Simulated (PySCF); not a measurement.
# What a change does: single-point calculation on C$_{6}$H$_{11}$NSi

System: C$_{6}$H$_{11}$NSi.
Method of the first run: PBE0/6-31G* single-point energy, gas phase (PySCF 2.14.0).

The geometry comes from this level: GFN2-xTB. Text and figures count atoms from 1; the logs count them from 0 in places.

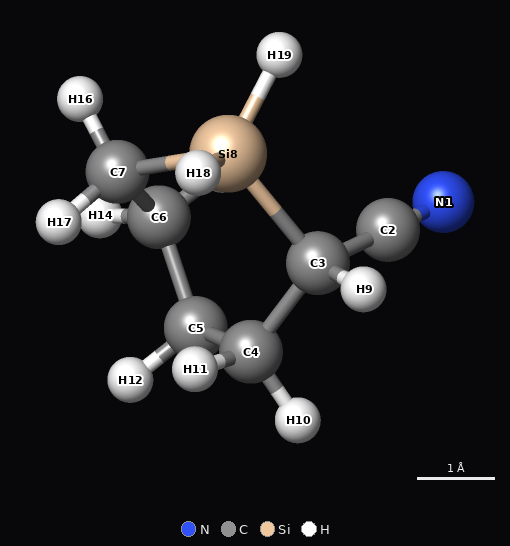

The structure as given in the input (ball-and-stick view, seen at a tilt; atoms are numbered from 1 in the order of the input). Bond lengths as drawn: C–C 1.43 to 1.54 Å, C–H 1.09 Å, C–N 1.15 Å, C–Si 1.90 to 1.93 Å and H–Si 1.46 to 1.47 Å.

The input, the first run:
```
{"job": {"kind": "sp", "xc": "PBE0", "basis": "6-31G*", "pop": false}, "charge": 0, "multiplicity": 1}
N      2.070776     0.557503    -2.209999
C      1.725826     0.619095    -1.119304
C      1.272828     0.704250     0.233017
C      0.999168    -0.689214     0.817509
C      0.048963    -1.533578    -0.039660
C     -1.080800    -0.751788    -0.719502
C     -1.659964     0.356317     0.162081
Si    -0.356164     1.725313     0.361969
H      2.067267     1.187811     0.809885
H      1.939228    -1.235735     0.935141
H      0.576961    -0.554680     1.816971
H     -0.380407    -2.308329     0.600909
H      0.623351    -2.038308    -0.819941
H     -1.866816    -1.458378    -0.998014
H     -0.706552    -0.309513    -1.645867
H     -2.567572     0.745844    -0.299387
H     -1.957858    -0.062614     1.124714
H     -0.391713     2.340448     1.693310
H     -0.412406     2.726686    -0.702524
```

The first line tells a small driver script what to run in PySCF; the rest is the geometry in Å.

Command:
```bash
OMP_NUM_THREADS=1 python <driver script> task.json out
```

Hardware: 1 CPU thread, shared host.

Output (the first run):
```
coarse grid: 16024 points
cycle   1  E = -579.0029745724  dE =  9.286e-01  |g| = 5.238e-01  |ddm| = 4.003e+00
cycle   2  E = -578.8857055281  dE =  1.173e-01  |g| = 8.948e-01  |ddm| = 1.432e+00
cycle   3  E = -579.0681913838  dE = -1.825e-01  |g| = 1.883e-01  |ddm| = 9.253e-01
cycle   4  E = -579.0761017555  dE = -7.910e-03  |g| = 4.800e-02  |ddm| = 1.972e-01
cycle   5  E = -579.0766320823  dE = -5.303e-04  |g| = 9.222e-03  |ddm| = 5.696e-02
cycle   6  E = -579.0766541159  dE = -2.203e-05  |g| = 2.133e-03  |ddm| = 1.333e-02
cycle   7  E = -579.0766553612  dE = -1.245e-06  |g| = 3.658e-04  |ddm| = 3.180e-03
final grid: 149264 points
cycle   8  E = -579.0012898853  dE = -4.846e-05  |g| = 8.262e-03  |ddm| = 3.013e-02
cycle   9  E = -579.0012833051  dE =  6.580e-06  |g| = 9.780e-03  |ddm| = 1.865e-02
cycle  10  E = -579.0013083851  dE = -2.508e-05  |g| = 8.850e-04  |ddm| = 1.027e-02
cycle  11  E = -579.0013085206  dE = -1.355e-07  |g| = 5.135e-04  |ddm| = 1.349e-03
cycle  12  E = -579.0013085758  dE = -5.524e-08  |g| = 1.239e-04  |ddm| = 4.850e-04
cycle  13  E = -579.0013085792  dE = -3.403e-09  |g| = 3.030e-05  |ddm| = 1.326e-04
cycle  14  E = -579.0013085794  dE = -2.544e-10  |g| = 5.427e-06  |ddm| = 4.484e-05
converged SCF energy = -579.0013085794
```

For the second run the input was changed thus:
```diff
-"xc": "PBE0"
-"basis": "6-31G*"
+"xc": "BP86"
+"basis": "pcSseg-1"
```

How does the second run compare with the first run?

The total energies belong to different models, so their difference says nothing on which is more stable or more accurate. The HOMO goes from −7.92 to −7.02 eV. The LUMO goes from 0.71 to −0.50 eV. The dipole moment goes from 4.04 to 4.07 D. The functional changes from PBE0 to BP86. The SCF takes 15 iterations against 14. The basis functions go from 138 to 198.

Output (the second run):
```
coarse grid: 16024 points
cycle   1  E = -579.2871541266  dE =  6.913e-01  |g| = 6.771e-01  |ddm| = 4.044e+00
cycle   2  E = -578.9640086321  dE =  3.231e-01  |g| = 1.322e+00  |ddm| = 1.997e+00
cycle   3  E = -579.3728146059  dE = -4.088e-01  |g| = 4.004e-01  |ddm| = 1.459e+00
cycle   4  E = -579.4067390656  dE = -3.392e-02  |g| = 9.900e-02  |ddm| = 3.276e-01
cycle   5  E = -579.4090328125  dE = -2.294e-03  |g| = 1.867e-02  |ddm| = 1.222e-01
cycle   6  E = -579.4091066890  dE = -7.388e-05  |g| = 7.440e-03  |ddm| = 2.949e-02
cycle   7  E = -579.4091224393  dE = -1.575e-05  |g| = 1.259e-03  |ddm| = 1.039e-02
cycle   8  E = -579.4091227868  dE = -3.476e-07  |g| = 4.502e-04  |ddm| = 1.570e-03
final grid: 149264 points
cycle   9  E = -579.4748652842  dE = -8.289e-05  |g| = 5.769e-03  |ddm| = 4.417e-02
cycle  10  E = -579.4748498762  dE =  1.541e-05  |g| = 9.739e-03  |ddm| = 1.344e-02
cycle  11  E = -579.4748722078  dE = -2.233e-05  |g| = 2.545e-03  |ddm| = 9.170e-03
cycle  12  E = -579.4748733884  dE = -1.181e-06  |g| = 1.202e-03  |ddm| = 2.400e-03
cycle  13  E = -579.4748736934  dE = -3.051e-07  |g| = 1.134e-04  |ddm| = 1.104e-03
cycle  14  E = -579.4748736963  dE = -2.911e-09  |g| = 4.259e-05  |ddm| = 1.740e-04
cycle  15  E = -579.4748736968  dE = -4.586e-10  |g| = 1.098e-05  |ddm| = 6.095e-05
converged SCF energy = -579.4748736968
```

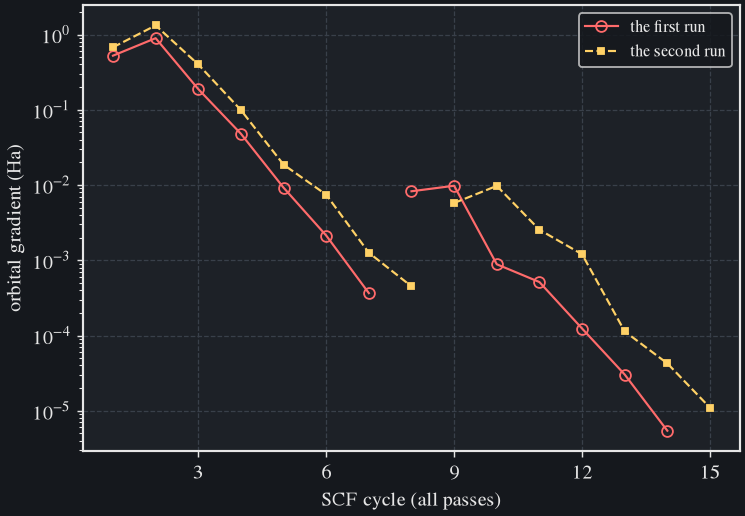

Convergence of the two runs: orbital gradient against the SCF cycle. A break in a curve parts two SCF passes (coarse and final grid). The first run takes 14 cycles in all, and the second run takes 15.

The two runs side by side:

```tsv
quantity	the first run	the second run
outcome	converged	converged
total energy (hartree)	−579.001309	−579.474874
HOMO (eV)	−7.92	−7.02
LUMO (eV)	0.71	−0.50
dipole moment (D)	4.04	4.07
SCF iterations	14	15
basis functions	138	198
wall time (shared host)	7 s	23 s
```
